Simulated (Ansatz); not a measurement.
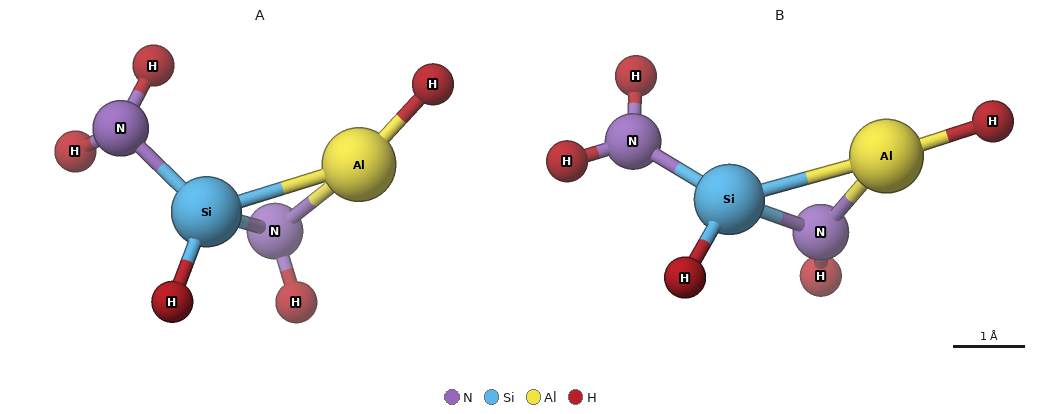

Two geometries of AlSiN₂H₅, drawn at one scale. One is the start of a relaxation, the other its converged end. A ball-and-stick model, seen from a free direction.

The calculation used RKS PBE0/6-31G* in Ansatz. Settings: no spin polarisation; force threshold 0.02 eV/Å; at most 50 steps.

Which of the two is the end point?

Answer. Structure B is the relaxed one. The run prepares an end point of a later path (hydrogen shift) calculation, from a guessed geometry. The energy falls by 1.585 eV in 17 accepted moves (21 points after the start). Largest force component: 3.1 eV/Å at the start, 0.0052 eV/Å at the end. The line search rejected the trial steps at points 6, 14, 16, 18 of the run. The forces were under the threshold at step 12, but the run went on from there. The largest move after the best rigid fit is that of an H atom, 0.78 Å. Largest moves by element: H 0.78 Å, N 0.51 Å, Al 0.28 Å, Si 0.19 Å. Near-neighbour distances that change, for instance: Al–N 1.948 → 1.801 Å, H–N 1.091 → 1.009 Å, N–Si 1.820 → 1.761 Å, H–N 1.063 → 1.015 Å. Among the angles between lasting bonds that change: Al–N–H 103.3° → 148.0°, Si–Al–H 147.5° → 177.3°, Si–N–H 102.7° → 130.7°. Cost: 2.7 min on 1 thread of Intel(R) Xeon(R) Platinum 8259CL CPU @ 2.50GHz (Skylake/Cascade Lake), with other jobs on the host, peak memory 0.17 GiB.
